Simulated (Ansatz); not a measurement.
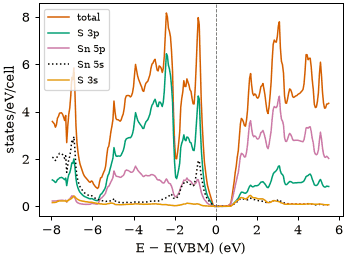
Total and projected density of states of SnS in space group Pnma (No. 62; Sn on 4c, S on 4c), plane-wave PAW LDA (Ansatz code)

**Question.** Which orbitals carry the states next to the gap?

**Answer.** Top 1 eV of the valence band: S 3p 56 %, Sn 5s 27 %, Sn 5p 14 %. Bottom 1 eV of the conduction band: Sn 5p 61 %, S 3p 15 %, S 3s 10 %, Sn 5s 9 %. Projections are on Löwdin-orthogonalised atomic valence shells; empty p or d shells of many metals are not among them.

**Question.** Where is the tallest occupied peak in this window, and what makes it?

**Answer.** Near -2.4 eV, about 8.2 states/eV per cell; the largest projected share is S 3p.

Symmetry was held in the LDA relaxation. A crystal of weakly bound layers computed without a dispersion correction: the cell and the soft elastic constants depend strongly on that. Scalar-relativistic: spin–orbit coupling is off unless named, which matters more the heavier the elements.

Potentials: the earlier of the program's two PAW sets. The files were generated under PBE; for other functionals the program regenerates the frozen cores, and for LDA and PBEsol the local potential too.
